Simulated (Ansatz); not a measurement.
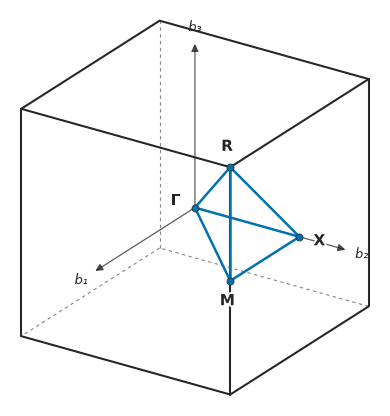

Crystal: K3PRu, coordinates from a relaxation with Ansatz, DFT PBE, scalar-relativistic, plane waves, PAW; the starting structure was generated, so it need not be a known form of this composition. The figure shows the first Brillouin zone with its special points and a band path. Symmetry computed with spglib at a tolerance of 0.002 Å; standard conventional cell.

Labels and path follow the convention of Hinuma et al. (2017), as computed by seekpath; the arrows show the directions of the reciprocal primitive vectors b₁, b₂, b₃.

Name the Bravais lattice of the crystal.

Answer. A simple cubic lattice (cP; extended symbol cP2). The zone is a cube: 6 faces (6 with 4 edges), 12 edges, 8 vertices.

In which order does the conventional band path visit the special points?

Answer. Γ–X–M–Γ–R–X | R–M
